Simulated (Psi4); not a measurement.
**C2H2Cl2F2 (1,1-dichloro-2,2-difluoroethane) at BLYP/def2-SVP**

What is the vertical singlet–triplet gap of C2H2Cl2F2 (1,1-dichloro-2,2-difluoroethane) at BLYP/def2-SVP? 

Program for the calculation: Psi4 1.11.

13 further runs of the same task are left out: 12 that didn't finish, 1 set aside as unsound or not needed.

**1. Starting point**

C2H2Cl2F2: 8 atoms, total charge 0, spin state singlet. As SMILES, `FC(F)C(Cl)Cl`. The coordinates come from a PBE0-D4/def2-TZVP relaxation. This is one conformer, not always the lowest.

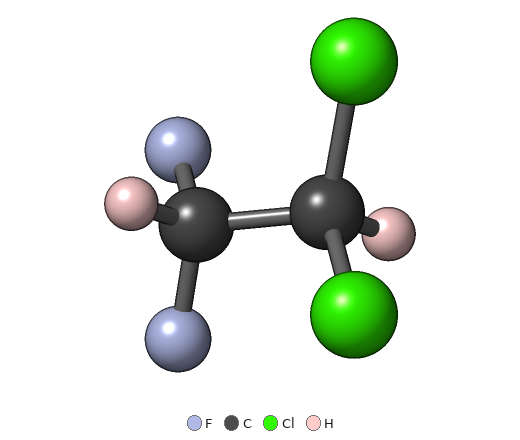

Viewed from a chosen angle; fluorine light blue, carbon dark grey, chlorine green, hydrogen pink.

**2. A single-point energy at BLYP/def2-SVP**

Contents of c2h2cl2f2.py:

```python
import psi4

psi4.set_memory('2200 MB')
psi4.set_num_threads(1)
psi4.core.set_output_file('output.dat', False)

geom = psi4.geometry("""
0 1
F
C 1 1.348355
F 2 1.348334 1 107.46106
C 2 1.524247 3 109.09087 1 -118.14883
Cl 4 1.760745 2 109.43277 3 -60.14409
Cl 4 1.760681 2 109.44081 3 177.22102
H 2 1.093825 3 109.45946 1 118.784
H 4 1.088528 2 109.75199 7 179.9716
units angstrom
symmetry c1
no_reorient
no_com
""")

psi4.set_options({
    'basis': 'def2-SVP',
    'reference': 'rks',
    'puream': True,
    'e_convergence': 1e-09,
    'd_convergence': 1e-08,
    'scf_type': 'pk',
    'dft_radial_points': 99,
    'dft_spherical_points': 590,
})

e, wfn = psi4.energy('blyp', molecule=geom, return_wfn=True)
psi4.oeprop(wfn, 'MULLIKEN_CHARGES', 'DIPOLE', 'LOWDIN_CHARGES', title='BLYP')
print(f'blyp energy: {e:.10f} Eh')
```

The run is started by

```sh
python c2h2cl2f2.py
```

output.dat:

```text
[...]
  Running in c1 symmetry.
[...]
  Nuclear repulsion =  380.494922075887530
[...]
  Multiplicity = 1
[...]
  Nalpha       = 33
  Nbeta        = 33
[...]
    Number of basis functions: 102
[...]
   @RKS iter   1: -1196.77354239790611    1.07541e-01   5.49890e-03 DIIS/ADIIS
[...]
   @RKS iter  12: -1196.92137891277162   -9.09495e-13   1.87425e-09 DIIS
[...]
    Orbital Energies [Eh]
    ---------------------
    Doubly Occupied:
       1A   -100.717104     2A   -100.717059     3A    -24.311691
       4A    -24.311603     5A    -10.095361     6A    -10.040943
       7A     -9.185123     8A     -9.185082     9A     -7.024917
      10A     -7.024898    11A     -7.012529    12A     -7.012511
      13A     -7.012246    14A     -7.012237    15A     -1.144366
      16A     -1.081398    17A     -0.837762    18A     -0.754536
      19A     -0.659873    20A     -0.574914    21A     -0.509388
      22A     -0.496821    23A     -0.475493    24A     -0.423621
      25A     -0.411374    26A     -0.365849    27A     -0.361878
      28A     -0.344483    29A     -0.317363    30A     -0.287156
      31A     -0.282581    32A     -0.263168    33A     -0.262901
[...]
  @RKS Final Energy: -1196.92137891277162
   => Energetics <=
    Nuclear Repulsion Energy =            380.4949220758875299
    One-Electron Energy =               -2410.2768277011391547
    Two-Electron Energy =                 921.8515440562581489
    DFT Exchange-Correlation Energy =     -88.9910173437783669
    Empirical Dispersion Energy =           0.0000000000000000
    VV10 Nonlocal Energy =                  0.0000000000000000
    Total Energy =                      -1196.9213789127716154
[...]
 Multipole Moments:
 ------------------------------------------------------------------------------------
     Multipole            Electronic (a.u.)      Nuclear  (a.u.)        Total (a.u.)
 ------------------------------------------------------------------------------------
 L = 1.  Multiply by 2.5417464519 to convert [e a0] to [Debye]
 Dipole X            :         -0.1943910            0.2437290            0.0493380
 Dipole Y            :         -0.2433306            0.3267352            0.0834046
 Dipole Z            :         -0.1793091            0.2405938            0.0612847
 Magnitude           :                                                    0.1146577
[...]
  Mulliken Charges: (a.u.)
   Center  Symbol    Alpha    Beta     Spin     Total
       1     F     4.58338  4.58338  0.00000 -0.16676
       2     C     2.78599  2.78599  0.00000  0.42802
       3     F     4.58337  4.58337  0.00000 -0.16675
       4     C     3.00522  3.00522  0.00000 -0.01043
       5    CL     8.53586  8.53586  0.00000 -0.07173
       6    CL     8.53584  8.53584  0.00000 -0.07168
       7     H     0.50614  0.50614  0.00000 -0.01229
       8     H     0.46419  0.46419  0.00000  0.07161
   Total alpha = 33.00000, Total beta = 33.00000, Total charge =  0.00000
[...]
```

On the terminal:

```text
blyp energy: -1196.9213789128 Eh
```

Run time: 23 s. Hardware: 1 thread of Intel Xeon Platinum 8259CL at 2.50GHz (Skylake/Cascade Lake), shared host; peak memory 0.94 GiB.

**3. The triplet**

Contents of calc.py:

```python
import psi4

psi4.set_memory('2200 MB')
psi4.set_num_threads(1)
psi4.set_output_file('c2h2cl2f2.out', False)

mol = psi4.geometry("""
0 3
F      0.77170746    -2.14922332     2.48459301
C      1.27154002    -0.58857410     0.53345079
F      2.43128384    -1.96578760    -1.26946132
C     -1.20880111     0.43578974    -0.51313623
Cl    -0.58502141     2.35917189    -3.15559696
Cl    -2.80994716     2.11163666     1.87394691
H      2.53393376     0.92129818     1.16531851
H     -2.40471429    -1.12431146    -1.11911471
units bohr
symmetry c1
no_reorient
no_com
""")

psi4.set_options({
    'basis': 'def2-SVP',
    'reference': 'uks',
    'puream': True,
    'e_convergence': 1e-09,
    'd_convergence': 1e-08,
    'scf_type': 'pk',
    'dft_radial_points': 99,
    'dft_spherical_points': 590,
    'maxiter': 100,
})

e_tot, wfn = psi4.energy("blyp", return_wfn=True)
psi4.oeprop(wfn, "QUADRUPOLE", "LOWDIN_CHARGES", "WIBERG_LOWDIN_INDICES", title="BLYP")
print(f'total energy {e_tot:.8f} hartree = {e_tot * 27.211386:.5f} eV')
```

The run is started by

```sh
python calc.py
```

c2h2cl2f2.out:

```text
[...]
  Running in c1 symmetry.
[...]
  Nuclear repulsion =  380.494885545789998
[...]
  Multiplicity = 3
[...]
  Nalpha       = 34
  Nbeta        = 32
[...]
    Number of basis functions: 102
[...]
   @UKS iter   1: -1196.39279595423318    4.88287e-01   7.12656e-03 ADIIS/DIIS
[...]
   @UKS iter  50: -1196.68231485253705   -1.00044e-11   3.52376e-09 DIIS
[...]
   @S^2 Observed:                2.001851136E+00
[...]
    Orbital Energies [Eh]
    ---------------------
    Alpha Occupied:
       1A   -100.730816     2A   -100.730759     3A    -24.315285
       4A    -24.310161     5A    -10.094908     6A     -9.967854
       7A     -9.196707     8A     -9.196659     9A     -7.033986
      10A     -7.033722    11A     -7.030988    12A     -7.030521
      13A     -7.022722    14A     -7.022591    15A     -1.144515
      16A     -1.082052    17A     -0.836465    18A     -0.765744
      19A     -0.662379    20A     -0.573109    21A     -0.508969
      22A     -0.497258    23A     -0.472382    24A     -0.420378
      25A     -0.407961    26A     -0.366983    27A     -0.362955
      28A     -0.345914    29A     -0.324987    30A     -0.307223
      31A     -0.293666    32A     -0.288619    33A     -0.269691
      34A     -0.021041
[...]
  @UKS Final Energy: -1196.68231485253705
   => Energetics <=
    Nuclear Repulsion Energy =            380.4948855457899981
    One-Electron Energy =               -2410.0524923959210355
    Two-Electron Energy =                 921.8857658171280036
    DFT Exchange-Correlation Energy =     -89.0104738195341838
    Empirical Dispersion Energy =           0.0000000000000000
    VV10 Nonlocal Energy =                  0.0000000000000000
    Total Energy =                      -1196.6823148525370470
[...]
 Multipole Moments:
 ------------------------------------------------------------------------------------
     Multipole            Electronic (a.u.)      Nuclear  (a.u.)        Total (a.u.)
 ------------------------------------------------------------------------------------
 L = 1.  Multiply by 2.5417464519 to convert [e a0] to [Debye]
 Dipole X            :         28.2951868          -28.3818911           -0.0867043
 Dipole Y            :        -37.6729829           37.8489276            0.1759447
 Dipole Z            :         10.6341712          -10.6837745           -0.0496033
 Magnitude           :                                                    0.2023232
 L = 2.  Multiply by 1.3450342976 to convert [e a0^2] to [Debye ang]
 Quadrupole XX       :       -263.4311742          229.2785202          -34.1526540
 Quadrupole XY       :        186.3674796         -184.8883586            1.4791210
[...]
```

On the terminal:

```text
total energy -1196.68231485 hartree = -32563.38439 eV
```

It took 2.1 min on 1 thread of Intel Xeon Platinum 8259CL at 2.50GHz (Skylake/Cascade Lake), shared host; peak memory 0.94 GiB.

**4. What came out**

Level: BLYP/def2-SVP.

```
                                        quantity           value
                           singlet: total energy  -1196.92138 Eh
                          singlet: dipole moment          0.29 D
                            singlet: HOMO energy        -7.15 eV
                            singlet: LUMO energy        -0.56 eV
                          singlet: HOMO–LUMO gap         6.60 eV
                           triplet: total energy  -1196.68231 Eh
                          triplet: dipole moment          0.51 D
     triplet: HOMO energy (highest over α and β)        -0.57 eV
                                   triplet: ⟨S²⟩           2.002
vertical energy of the triplet above the singlet        6.505 eV
```

What this shows: At this shape the triplet lies 6.51 eV (150 kcal/mol) above the singlet. Mulliken charges (singlet) run from -0.17 on F1 to +0.43 on C2; they depend strongly on the basis.
